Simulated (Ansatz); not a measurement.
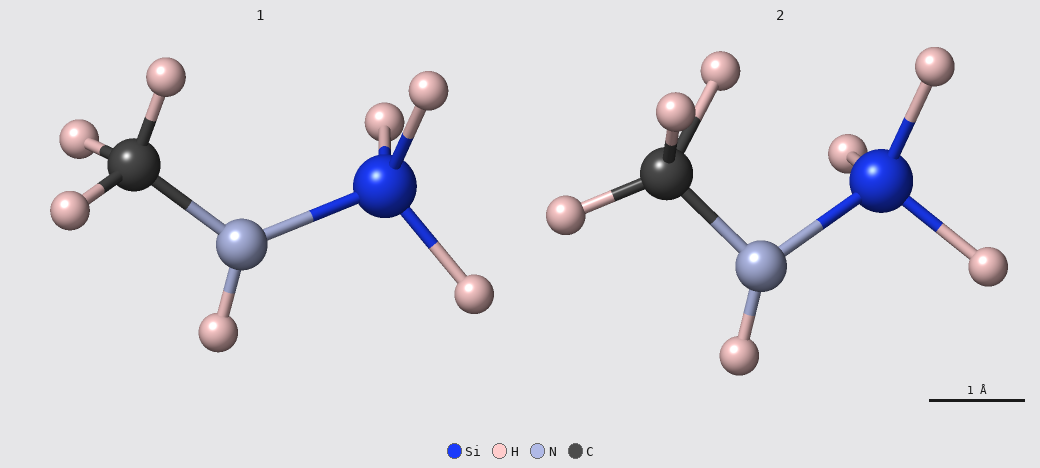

Two geometries of CH$_{7}$NSi (started from a transition state, displaced along its imaginary mode), drawn at one scale. One is the start of a relaxation, the other its converged end. The picture is a ball-and-stick view, seen at a tilt.

All numbers below come from Ansatz, RKS PBE0-D4/def2-TZVP. (force threshold 0.005 eV/Å; at most 200 steps)

Question: Which one is relaxed?

Answer: Structure 1 is the relaxed one. After 15 accepted moves (16 points after the start) the energy has fallen by 50.7 kcal/mol. The largest force component goes from 2.7 to 0.0029 eV/Å. The line search rejected the trial step at point 9 of the run. The atom that moves furthest after the best rigid fit is an H atom (1.48 Å). Largest moves by element: H 1.48 Å, N 0.29 Å, Si 0.26 Å, C 0.17 Å. Some distances before and after: H–Si 2.063 → 3.277 Å, C–H 1.477 → 1.098 Å, C–Si 2.419 → 2.783 Å, C–H 1.155 → 1.094 Å. Bond angles that change, for instance: Si–N–C 101.5° → 123.1°, H–Si–N 121.5° → 108.6°, H–Si–H 101.7° → 110.9°.
